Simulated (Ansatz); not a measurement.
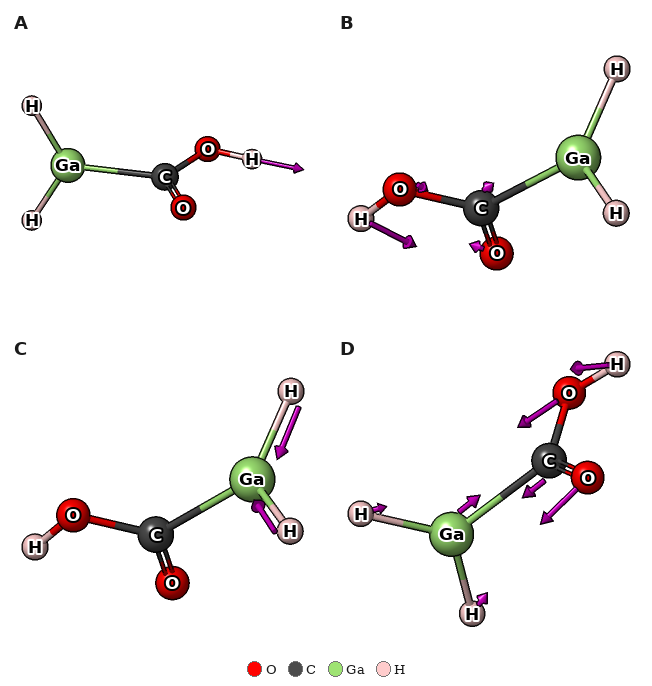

4 normal modes of one molecule or complex, as arrows. Harmonic vibrations computed with RKS PBE0-D4/def2-TZVP (Ansatz 0.2.0) at a stationary point of the same level.

> Match the panels to the wavenumbers 326 cm⁻¹, 677 cm⁻¹, 1999 cm⁻¹, 3686 cm⁻¹.

A: 3686 cm⁻¹, O–H stretching
B: 677 cm⁻¹
C: 1999 cm⁻¹, in-phase stretching of 2 Ga–H bonds
D: 326 cm⁻¹
